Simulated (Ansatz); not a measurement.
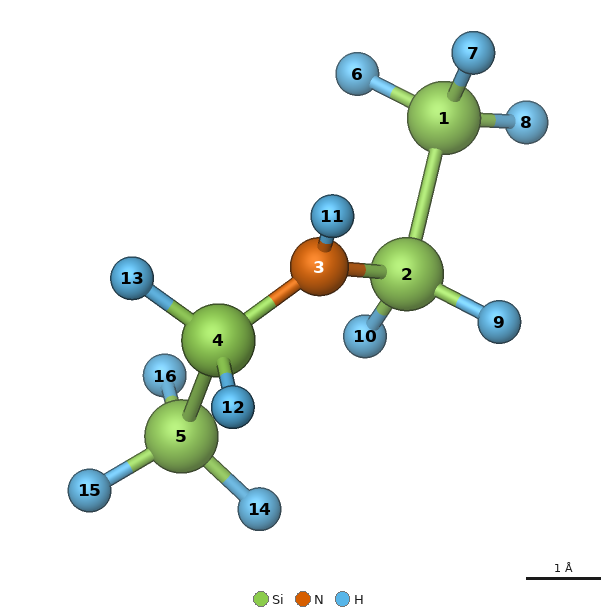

Numbered structure. The computed structure is the end point of a PBE0-D4/def2-TZVP optimisation.

Estimate the angles Si1–Si2–H9, Si2–Si1–H7, Si2–Si1–H8, Si2–N3–Si4, Si2–N3–H11, N3–Si2–H10, N3–Si4–Si5, N3–Si4–H12, N3–Si4–H13, Si4–Si5–H15, Si4–Si5–H16, Si5–Si4–H12.

| angle | degrees |
| --- | --- |
| Si1–Si2–H9 | 108.8 |
| Si2–Si1–H7 | 109.7 |
| Si2–Si1–H8 | 110.9 |
| Si2–N3–Si4 | 129.3 |
| Si2–N3–H11 | 115.4 |
| N3–Si2–H10 | 106.8 |
| N3–Si4–Si5 | 111.6 |
| N3–Si4–H12 | 112.1 |
| N3–Si4–H13 | 109.5 |
| Si4–Si5–H15 | 107.0 |
| Si4–Si5–H16 | 111.8 |
| Si5–Si4–H12 | 108.2 |
